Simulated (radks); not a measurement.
The neodymium ion Nd³⁺ in the configuration [Xe] 4f3 (high spin). Method: scalar-relativistic Kohn-Sham, BLYP, spin-polarised, spherical densities, finite nucleus; computed with the in-house radial solver radks.

```
Z 60
configuration [Xe] 4f3
relativity scalar-relativistic
functional b88,lyp
spin polarised
nucleus finite rms 4.9123 fm
c 137.035999084
```

The run was one of a batch (task.json lists them), launched with:
```bash
python run_ks.py task.json out
```

Wanted: the number of electrons inside radius r (solid) and the radial density 4πr²ρ (dashed).

The count levels off at 57 electrons. Half of them lie within 0.394 bohr, 90 % within 1.40 bohr and 99 % within 2.49 bohr. The radial density has minima at 0.0317, 0.135 and 0.410 bohr, where the count stands at 2.0, 11.2 and 29.0; these part the shells that the density resolves.

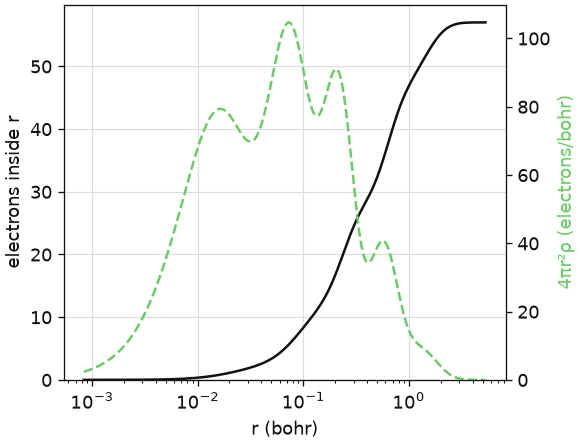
